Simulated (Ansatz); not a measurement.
## Single-point calculation of AlSnNH₄O

- system: AlSnNH₄O, SMILES [OH][SnH]1[NH][AlH]1
- method: RKS B3LYP-D4/def2-TZVPP (Ansatz 0.2.0)

The geometry comes from this level: PBE0-D4/def2-TZVP. Figures and captions count atoms from 1; the log counts them from 0 in places.

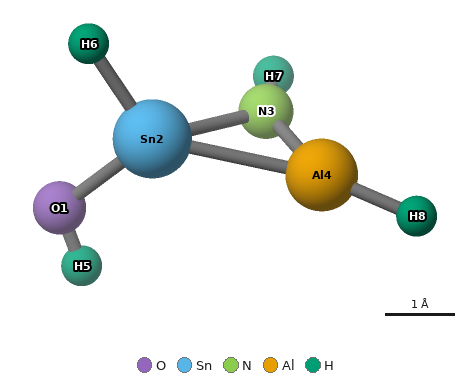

Figure 1. The input geometry (ball-and-stick view, seen on its broad side; atoms are numbered from 1 in the order of the input). Sticks mark near contacts.

## Summary

- outcome: converged
- total energy: −16035.7077 eV
- mean-field energy: −16035.4269 eV
- dispersion energy: −0.2808 eV
- SCF solution under orbital rotations: stable
- HOMO: −6.43 eV
- LUMO: −1.63 eV
- largest force (length of the vector): 0.385 eV/Å
- dipole moment: 2.83 D
- hardware: 2 threads of Arm Neoverse V1, 23 GiB of memory available, shared host
- wall time: 7 s (CPU time 13 s)
- peak memory: 0.52 GiB

## Input
```yaml
crystal:
  periodic: [false, false, false]
  atoms:
    - {symbol: O, position_ang: [-0.363253, 1.806316, -1.444224]}
    - {symbol: Sn, position_ang: [0.043795, 0.993054, 0.313411]}
    - {symbol: N, position_ang: [0.760307, -0.990018, 0.033684]}
    - {symbol: Al, position_ang: [-0.646593, -1.363619, 0.986000]}
    - {symbol: H, position_ang: [-1.052362, 1.333595, -1.916467]}
    - {symbol: H, position_ang: [1.277831, 2.077655, 0.796197]}
    - {symbol: H, position_ang: [1.563805, -1.373812, -0.441243]}
    - {symbol: H, position_ang: [-1.491530, -2.540172, 1.616842]}
basis:
  gaussian: {orbitals: def2-TZVPP}
hamiltonian: {xc: {name: B3LYP}, dispersion: d4}
output: {forces: true, orbitals: {seedname: orbitals}}
```

Run as:
```bash
ansatz run in.yaml --threads 2 --pin off --events-out ev --progress --plain --max-ram 4352MiB
```

## What the program printed
```
Functional definition: B3LYP
  name "B3LYP"
  cite "Stephens, Devlin, Chabalowski & Frisch, J. Phys. Chem. 98, 11623 (1994) doi:10.1021/j100096a001"
  cite "Becke, Phys. Rev. A 38, 3098 (1988) doi:10.1103/PhysRevA.38.3098"
  cite "Lee, Yang & Parr, Phys. Rev. B 37, 785 (1988) doi:10.1103/PhysRevB.37.785"
  cite "Vosko, Wilk & Nusair, Can. J. Phys. 58, 1200 (1980) doi:10.1139/p80-159"
  parameter a0 = 0.2
  parameter ax = 0.72
  parameter ac = 0.81
  exchange = (1 - a0 - ax)*slater_x + ax*b88_x + a0*exact_x
  correlation = (1 - ac)*vwn_rpa_c + ac*lyp_c
1267 factors; their error is unknown
mean field evaluation 1: about -16016.6655 eV, gradient 1.0e2 eV
mean field evaluation 2: about -15862.9598 eV, gradient 2.3e2 eV
mean field evaluation 4: about -16033.1575 eV, gradient 3.3e1 eV
mean field evaluation 8: about -16035.3566 eV, gradient 2.0e-1 eV
mean field evaluation 16: about -16035.4266 eV, gradient 4.0e-3 eV
mean field -16035.42660676 eV, -589.2910585958 hartree, gradient 2.7e-5 eV, S^2 0.000000; 0 other end points of the search recorded, 0 dependent functions left out
the calculation of the forces begins
reference -16035.42689166 eV, -589.2910690659 hartree; 27, 27 occupied and 183, 183 virtual orbitals, 1267 factors
Total energy: -16035.70766522 eV, -589.3013873038 hartree
Atom 0 at    -0.363253     1.806316    -1.444224 Å, force    -0.048501     0.119641    -0.280603 eV/Å
Atom 1 at     0.043795     0.993054     0.313411 Å, force    -0.062596     0.179920     0.335071 eV/Å
Atom 2 at     0.760307    -0.990018     0.033684 Å, force     0.094961    -0.213167    -0.040437 eV/Å
Atom 3 at    -0.646593    -1.363619     0.986000 Å, force    -0.080501    -0.206635     0.070110 eV/Å
Atom 4 at    -1.052362     1.333595    -1.916467 Å, force    -0.026152     0.014498    -0.053034 eV/Å
Atom 5 at     1.277831     2.077655     0.796197 Å, force     0.073220     0.050846     0.005381 eV/Å
Atom 6 at     1.563805    -1.373812    -0.441243 Å, force     0.001170    -0.014760     0.000906 eV/Å
Atom 7 at    -1.491530    -2.540172     1.616842 Å, force     0.048398     0.069656    -0.037394 eV/Å
Dipole moment:    -0.201565    -0.482537     0.273516 e Å
```

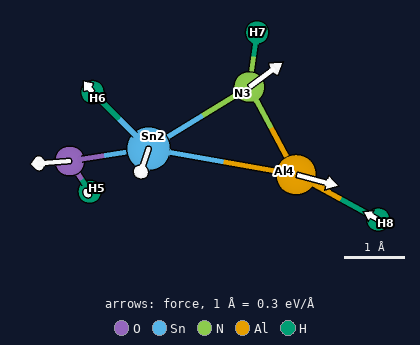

Figure 2. Forces on the atoms as white arrows (ball-and-stick view, seen at a tilt; atoms are numbered from 1 in the order of the input); the smallest are left out. The largest act on Sn2 (0.39 eV/Å); O1 (0.31 eV/Å); N3 (0.24 eV/Å); Al4 (0.23 eV/Å). The geometry is not a stationary point of this energy.

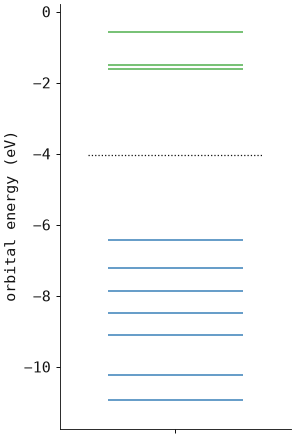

Figure 3. Orbital energies near the frontier; the dotted line parts filled from empty levels, and levels within 0.02 eV of each other stand side by side. Highest filled −6.43 eV, lowest empty −1.63 eV, 4.80 eV apart.
